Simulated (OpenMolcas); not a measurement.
**Run report: Cd, multiconfigurational calculation**

System: Cd.
Method: state-averaged RASSCF, active space 2 electrons in the shells 5s 5p 5d; RAS3 5d with at most 2 electrons, basis ANO-RCC-VQZP, DKH4 scalar Hamiltonian, spin-orbit coupling by RASSI with atomic mean-field integrals (OpenMolcas).

## The input
```
&GATEWAY
Coord
1

Cd 0.0 0.0 0.0
Basis=ANO-RCC-VQZP
Group=XYZ
NoMove
AngMom=0.0 0.0 0.0
AMFI
&SEWARD
Relativistic=R04O02
&RASSCF
FileOrb=start.orb
Symmetry=1
Spin=3
nActEl=2 0 0
Inactive=14 9
Ras2=1 3
CIRoot=3 3 1
SDav=3
CIMx=300
Iter=120 100
PrWF=0.3
OrbListing=Nothing
MaxOrb=0
Atom
>>> COPY $Project.JobIph JOBPRE
&RASSCF
FileOrb=start.orb
Symmetry=1
Spin=1
nActEl=2 0 2
Inactive=14 9
Ras2=1 3
Ras3=5 0
CIRoot=1 1 1
SDav=27
CIMx=300
Iter=120 100
PrWF=0.3
OrbListing=Nothing
MaxOrb=0
Thrs=2.0e-7 1.0e-1 5.0e-4
Atom
>>> COPY $Project.JobIph JOB001
&RASSCF
FileOrb=start.orb
Symmetry=2
Spin=1
nActEl=2 0 2
Inactive=14 9
Ras2=1 3
Ras3=5 0
CIRoot=3 3 1
SDav=18
CIMx=300
Iter=120 100
PrWF=0.3
OrbListing=Nothing
MaxOrb=0
Thrs=2.0e-7 1.0e-1 5.0e-4
Atom
>>> COPY $Project.JobIph JOB002
&RASSCF
FileOrb=start.orb
Symmetry=2
Spin=3
nActEl=2 0 2
Inactive=14 9
Ras2=1 3
Ras3=5 0
CIRoot=15 15 1
SDav=18
CIMx=300
Iter=120 100
PrWF=0.3
OrbListing=Nothing
MaxOrb=0
Thrs=2.0e-7 1.0e-1 5.0e-4
Atom
CIOnly
>>> COPY $Project.JobIph JOB003
&RASSI
NrOfJobIphs=3 1 3 3
1
1 2 3
1 2 3
IphNames
JOB001
JOB002
JOB003
EJob
SpinOrbit
DIPRint=1.0
SOCoupling=1000.0
Subsets=2
MEES
Property=10
'ANGMOM' 1 'ANGMOM' 2 'ANGMOM' 3 'MLTPL  1' 1 'MLTPL  1' 2 'MLTPL  1' 3
'AMFI' 1 'AMFI' 2 'AMFI' 3 'MLTPL  2' 6
SOProperty=3
'ANGMOM' 1 'ANGMOM' 2 'ANGMOM' 3
```

The file start.orb holds starting orbitals from an earlier step. A driver script formed the levels outside the program, from RASSI's spin-orbit matrix and the active-space energies, averaged over the components of each term or state.

Hardware: 1 CPU thread, shared host.

Launched with:
```bash
OMP_NUM_THREADS=1 MOLCAS_MEM=2252 MOLCAS_PROJECT=a pymolcas a.inp > a.log  # once for each step of the input, in one work folder
```

## Log (extracts)
```
--- SEWARD ---
Basis set label: CD.ANO-RCC...8S7P5D3F2G1H.

      Electronic valence basis set:
      ------------------
      Associated Effective Charge  48.000000 au
      Associated Actual Charge     48.000000 au
      Nuclear Model: Point charge

      Shell  nPrim  nBasis  Cartesian Spherical Contaminant
         s      21       8        X
         p      19       7        X
         d      13       5                 X
         f       6       3                 X
         g       4       2                 X
         h       2       1                 X
Relativistic=R04O02
                  Relativistic Douglas-Kroll-Hess integrals:
                    - DKH order of Hamiltonian: 4
                    - DKH order of Properties : 2
--- RASSCF ---
Wave function specifications:
      -----------------------------

      Number of closed shell electrons          46
      Number of electrons in active shells       2
      Max number of holes in RAS1 space          0
      Max nr of electrons in RAS3 space          2
      Number of inactive orbitals               23
      Number of active orbitals                  9
      Number of secondary orbitals              72
      Spin quantum number                      0.0
      State symmetry                             1
Orbital specifications:
      -----------------------

      Symmetry species                           1   2
                                                ag  au
      Frozen orbitals                            0   0
      Inactive orbitals                         14   9
      Active orbitals                            6   3
      RAS1 orbitals                              0   0
      RAS2 orbitals                              1   3
      RAS3 orbitals                              5   0
      Secondary orbitals                        31  41
      Deleted orbitals                           0   0
      Number of basis functions                 51  53
      Number of CSFs                            27
      Number of root(s) required                 1
      Iter CI   SX   CI       RASSCF       Energy    max ROT     max BLB   max BLB  Level Ln srch  Step   QN
          iter iter root      energy       change     param      element    value   shift minimum  type update
 Nr of preliminary CI iterations:   1
      Total energies have been shifted. Add                -5000.00 au
        1   1   13    1  -591.42891348    0.00E+00   1.78E-01*  14  19 1 -2.66E-02*  0.00   0.00    SX    NO
        2   1   13    1  -591.43578542   -6.87E-03*  6.21E-02   14  27 1 -2.45E-02*  0.00   0.00    SX    NO
        3   1   13    1  -591.43711219   -1.33E-03*  2.79E-02   14  27 1  1.82E-02*  0.00   0.00    SX    NO
        4   1   12    1  -591.43745561   -3.43E-04*  1.33E-02   14  27 1 -1.47E-02*  0.00   0.00    SX    NO
        5   1   12    1  -591.43758035   -1.25E-04*  5.93E-03   14  27 1  1.09E-02*  0.00   0.60    SX   YES
        6   1   12    1  -591.43764513   -6.48E-05*  2.38E-03   14  27 1 -7.96E-03*  0.00   0.59    LS   YES
        7   1   10    1  -591.43770187   -5.67E-05* -4.66E-03   15  21 1  9.46E-04*  0.00   1.01    QN   YES
        8   1    9    1  -591.43770667   -4.80E-06* -3.28E-03   15  21 1  3.72E-04   0.00   1.71    LS   YES
        9   1    9    1  -591.43770768   -1.00E-06*  1.27E-03   14  27 1  5.22E-05   0.00   1.01    QN   YES
       10   1    7    1  -591.43770770   -2.00E-08  -1.71E-03   15  21 1 -7.68E-06   0.00   1.79    QN   YES
      Convergence after 10 iterations
       11   1    7    1  -591.43770770   -8.98E-09  -1.71E-03   14  27 1 -1.19E-05   0.00   1.79    QN   YES
      Natural orbitals and occupation numbers for root  1
      sym 1:   1.891063   0.000193   0.000193   0.000193   0.000193   0.000193
      sym 2:   0.035991   0.035991   0.035991
::    RASSCF root number  1 Total energy:  -5591.43770770
--- RASSCF ---
Wave function specifications:
      -----------------------------

      Number of closed shell electrons          46
      Number of electrons in active shells       2
      Max number of holes in RAS1 space          0
      Max nr of electrons in RAS3 space          2
      Number of inactive orbitals               23
      Number of active orbitals                  9
      Number of secondary orbitals              72
      Spin quantum number                      0.0
      State symmetry                             2
Orbital specifications:
      -----------------------

      Symmetry species                           1   2
                                                ag  au
      Frozen orbitals                            0   0
      Inactive orbitals                         14   9
      Active orbitals                            6   3
      RAS1 orbitals                              0   0
      RAS2 orbitals                              1   3
      RAS3 orbitals                              5   0
      Secondary orbitals                        31  41
      Deleted orbitals                           0   0
      Number of basis functions                 51  53
      Number of CSFs                            18
      Number of root(s) required                 3
      Iter CI   SX   CI       RASSCF       Energy    max ROT     max BLB   max BLB  Level Ln srch  Step   QN
          iter iter root      energy       change     param      element    value   shift minimum  type update
 Nr of preliminary CI iterations:   1
      Total energies have been shifted. Add                -5000.00 au
        1   1    5    0  -591.24162736    0.00E+00   6.48E-06   15  21 1 -2.83E-06   0.00   0.00    SX    NO
        2   1    5    0  -591.24162736   -5.37E-11   2.35E-06   15  21 1 -8.55E-07   0.00   0.00    SX    NO
        3   1    3    0  -591.24162736    2.73E-12   5.69E-07   10  25 1 -5.33E-07   0.00   0.00    SX    NO
        4   1    3    0  -591.24162736   -6.37E-12   2.68E-07   10  25 1  3.50E-07   0.00   0.00    SX    NO
      Convergence after  4 iterations
        5   1    3    0  -591.24162736   -9.09E-13   2.68E-07   10  25 1 -3.38E-07   0.00   0.00    SX    NO
      Natural orbitals and occupation numbers for root  1
      sym 1:   0.984596   0.000000   0.000000   0.007702   0.007702   0.000000
      sym 2:   0.007702   0.007702   0.984596
      Natural orbitals and occupation numbers for root  2
      sym 1:   0.984596   0.000000   0.007702   0.007702  -0.000000  -0.000000
      sym 2:   0.007702   0.984596   0.007702
      Natural orbitals and occupation numbers for root  3
      sym 1:   0.984596  -0.000000   0.007702  -0.000000   0.007702  -0.000000
      sym 2:   0.984596   0.007702   0.007702
::    RASSCF root number  1 Total energy:  -5591.24162736
::    RASSCF root number  2 Total energy:  -5591.24162736
::    RASSCF root number  3 Total energy:  -5591.24162736
--- RASSCF ---
Wave function specifications:
      -----------------------------

      Number of closed shell electrons          46
      Number of electrons in active shells       2
      Max number of holes in RAS1 space          0
      Max nr of electrons in RAS3 space          2
      Number of inactive orbitals               23
      Number of active orbitals                  9
      Number of secondary orbitals              72
      Spin quantum number                      1.0
      State symmetry                             2
Orbital specifications:
      -----------------------

      Symmetry species                           1   2
                                                ag  au
      Frozen orbitals                            0   0
      Inactive orbitals                         14   9
      Active orbitals                            6   3
      RAS1 orbitals                              0   0
      RAS2 orbitals                              1   3
      RAS3 orbitals                              5   0
      Secondary orbitals                        31  41
      Deleted orbitals                           0   0
      Number of basis functions                 51  53
      Number of CSFs                            18
      Number of root(s) required                15
      Iter CI   SX   CI       RASSCF       Energy    max ROT     max BLB   max BLB  Level Ln srch  Step   QN
          iter iter root      energy       change     param      element    value   shift minimum  type update
 Nr of preliminary CI iterations:   1
        1   1    0    0 -5590.92079085    0.00E+00   0.00E+00   12  18 1  1.54E-02*  0.00   0.00    SX    NO
      Natural orbitals and occupation numbers for root  1
      sym 1:   0.998055   0.000973   0.000973  -0.000000   0.000000  -0.000000
      sym 2:   0.000973   0.998055   0.000973
      Natural orbitals and occupation numbers for root  2
      sym 1:   0.998055   0.000973  -0.000000  -0.000000   0.000973   0.000000
      sym 2:   0.000973   0.000973   0.998055
      Natural orbitals and occupation numbers for root  3
      sym 1:   0.998055   0.000000   0.000973   0.000000   0.000973  -0.000000
      sym 2:   0.998055   0.000973   0.000973
::    RASSCF root number  1 Total energy:  -5591.30189216
::    RASSCF root number  2 Total energy:  -5591.30189216
::    RASSCF root number  3 Total energy:  -5591.30189216
::    RASSCF root number  4 Total energy:  -5590.84328135
::    RASSCF root number  5 Total energy:  -5590.84328135
::    RASSCF root number  6 Total energy:  -5590.84328135
::    RASSCF root number  7 Total energy:  -5590.84328135
::    RASSCF root number  8 Total energy:  -5590.84328134
::    RASSCF root number  9 Total energy:  -5590.84328134
::    RASSCF root number 10 Total energy:  -5590.84328134
::    RASSCF root number 11 Total energy:  -5590.80220258
::    RASSCF root number 12 Total energy:  -5590.80220258
::    RASSCF root number 13 Total energy:  -5590.80220258
::    RASSCF root number 14 Total energy:  -5590.79830453
::    RASSCF root number 15 Total energy:  -5590.79830453
--- RASSI ---
SPIN-FREE ENERGIES:
  (Shifted by EMIN (a.u.) =      -5591.4377077048)

 SF State       Relative EMIN(au)   Rel lowest level(eV)    D:o, cm**(-1)      L_eff

     1             0.0000000000        0.0000000000              0.0000         0.0
     5             0.1358155436        3.6957292158          29808.0664         1.0
     6             0.1358155436        3.6957292158          29808.0664         1.0
     7             0.1358155436        3.6957292158          29808.0664         1.0
     2             0.1960803400        5.3356178665          43034.6603         1.0
     3             0.1960803400        5.3356178665          43034.6603         1.0
     4             0.1960803400        5.3356178665          43034.6603         1.0
     Dipole printing threshold changed to   1.00000000E+00

++ Dipole transition strengths (spin-free states):
   -----------------------------------------------
     for osc. strength at least  1.00000000E+00

  ( Max oscillator strength is only   0.68387277737645868      )
--
Eigenvalues of complex Hamiltonian:
   -----------------------------------
  (Shifted by EMIN (a.u.) =      -5591.4377077048)

 SO State       Relative EMIN(au)   Rel lowest level(eV)    D:o, cm**(-1)     J-value

     1             0.0000000000        0.0000000000              0.0000         0.0
     2             0.1338065235        3.6410609927          29367.1374         0.0
     3             0.1347780286        3.6674969936          29580.3581         0.6
     4             0.1347780286        3.6674969936          29580.3581         0.9
     5             0.1347780286        3.6674969936          29580.3581         0.7
     6             0.1368200537        3.7230633273          30028.5308         1.1
     7             0.1368200537        3.7230633273          30028.5308         1.3
     8             0.1368200537        3.7230633273          30028.5308         1.8
     9             0.1368200537        3.7230633273          30028.5308         1.8
    10             0.1368200537        3.7230633273          30028.5308         1.7
    11             0.1961133449        5.3365159771          43041.9041         0.7
    12             0.1961133449        5.3365159771          43041.9041         0.8
    13             0.1961133449        5.3365159771          43041.9041         0.7
Weights of the five most important spin-orbit-free states for each spin-orbit state.

 SO State  Total energy (au)           Spin-free states, spin, and weights
 -------------------------------------------------------------------------------------------------------
    1         0.000000       1 0.0  1.0000    7 1.0  0.0000    6 1.0  0.0000    5 1.0  0.0000    4 0.0  0.0000
    2         0.133807       5 1.0  0.3333    6 1.0  0.3333    7 1.0  0.3333    2 0.0  0.0000    4 0.0  0.0000
    3         0.134778       6 1.0  0.4970    7 1.0  0.4960    5 1.0  0.0064    2 0.0  0.0004    3 0.0  0.0002
    4         0.134778       5 1.0  0.4996    7 1.0  0.3581    6 1.0  0.1417    3 0.0  0.0003    4 0.0  0.0002
    5         0.134778       5 1.0  0.4934    6 1.0  0.3607    7 1.0  0.1453    4 0.0  0.0004    3 0.0  0.0001
    6         0.136820       7 1.0  0.5653    5 1.0  0.3784    6 1.0  0.0563    3 0.0  0.0000    2 0.0  0.0000
    7         0.136820       7 1.0  0.5949    5 1.0  0.2527    6 1.0  0.1524    3 0.0  0.0000    2 0.0  0.0000
    8         0.136820       6 1.0  0.4979    7 1.0  0.4241    5 1.0  0.0779    2 0.0  0.0000    3 0.0  0.0000
    9         0.136820       6 1.0  0.4997    5 1.0  0.4244    7 1.0  0.0759    2 0.0  0.0000    4 0.0  0.0000
   10         0.136820       5 1.0  0.5332    6 1.0  0.4603    7 1.0  0.0065    3 0.0  0.0000    2 0.0  0.0000
   11         0.196113       4 0.0  0.5268    2 0.0  0.4518    3 0.0  0.0209    6 1.0  0.0002    5 1.0  0.0002
   12         0.196113       3 0.0  0.9689    2 0.0  0.0291    4 0.0  0.0015    7 1.0  0.0003    5 1.0  0.0002
```

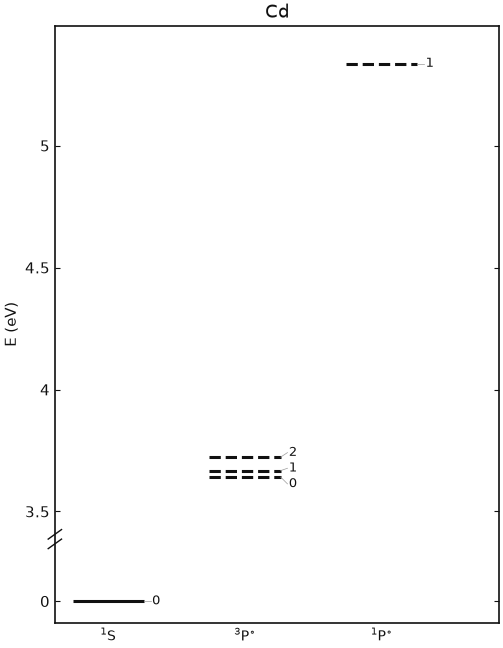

Figure 1. Level diagram of the Cd atom. The lowest level is 5s² ¹S₀. The first excited level, 5s 5p ³P°₀, lies at 3.64 eV. It is also the lowest level of opposite parity. The leading LS term holds 100 % of a level on average.

| Configuration | Level | E (eV) | LS purity (%) |
| --- | --- | --- | --- |
| 5s² | ¹S₀ | 0 | 100 |
| 5s 5p | ³P°₀ | 3.641 | 100 |
| 5s 5p | ³P°₁ | 3.667 | 100 |
| 5s 5p | ³P°₂ | 3.723 | 100 |
| 5s 5p | ¹P°₁ | 5.337 | 100 |

## Summary

- outcome: converged
- lowest level: 5s² ¹S₀
- first excited level: 5s 5p ³P°₀, 29,367 cm⁻¹ (measured: 30,114)
- energy of the lowest spin-free term: −5591.43771 hartree
- energy of the lowest spin-orbit level: −5591.43771 hartree
- largest spread among components of a term: 0.0 cm⁻¹
- wall time: 22 s

## Remarks

Without dynamic correlation the gaps between configurations can be off by an electronvolt or more. Limits: extra active shells serve correlation only, their own levels not computed; only configurations of the active space are included.
